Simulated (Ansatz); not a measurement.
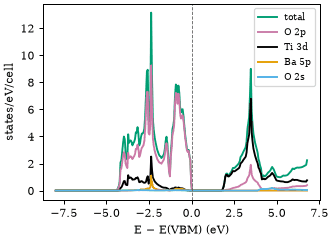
Total and projected density of states of BaTiO₃ (cubic perovskite, Pm-3m), DFT-PBE in the program Ansatz with PAW potentials

**Question.** Which orbitals carry the states next to the gap?

**Answer.** Top 1 eV of the valence band: O 2p 93 %. Bottom 1 eV of the conduction band: Ti 3d 87 %, O 2p 11 %. Projections are on Löwdin-orthogonalised atomic valence shells; empty p or d shells of many metals are not among them.

**Question.** Where is the tallest occupied peak in this window, and what makes it?

**Answer.** Near -2.4 eV, about 13 states/eV per cell; the largest projected share is O 2p.

This is a known high-temperature phase of the composition, computed here at zero pressure and temperature. The PBE relaxation kept the symmetry of its start. At this level the phase is dynamically unstable (imaginary phonons). The run is not spin-polarised. Scalar-relativistic: spin–orbit coupling is off unless named, which matters more the heavier the elements.

Potentials: the later of the program's two PAW sets.
